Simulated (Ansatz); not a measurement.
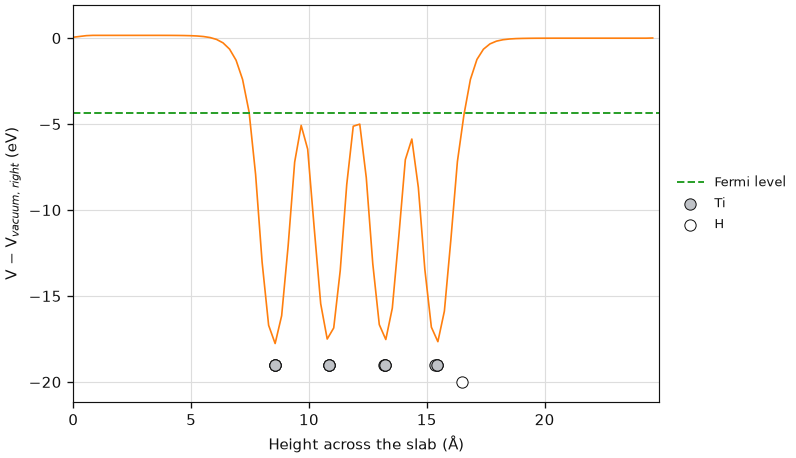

Plane-averaged electrostatic potential energy of an electron across the slab; circles at the bottom mark the heights of the atoms (positions after relaxation).

Structure: a (001) slab cut from Ti (P6_3/mmc), of composition Ti16H (not the bulk's), ended by Ti planes, 17 atoms in the cell; a = 5.77 Å, b = 5.77 Å, c = 24.86 Å, α = 90.00°, β = 90.00°, γ = 120.00°.

Level of theory: DFT PBE+D3(BJ), scalar-relativistic, plane waves, PAW, spin-polarised, 4×4×1 k mesh, Gaussian smearing of 0.1 eV; code Ansatz.

**What is the work function?**

The work function is 4.38 eV at the right face and 4.54 eV at the left.

**Do the two faces differ, and what does that say about the slab's dipole?**

The vacuum levels differ by 0.16 eV, so the slab carries a dipole along its normal. Some atoms were held fixed in the relaxation, which can itself make the faces differ.

**How thick are slab and vacuum?**

The outermost atoms are 8.0 Å apart, which leaves 16.9 Å of vacuum in a cell 24.9 Å high.

Some starting moments didn't survive the run.
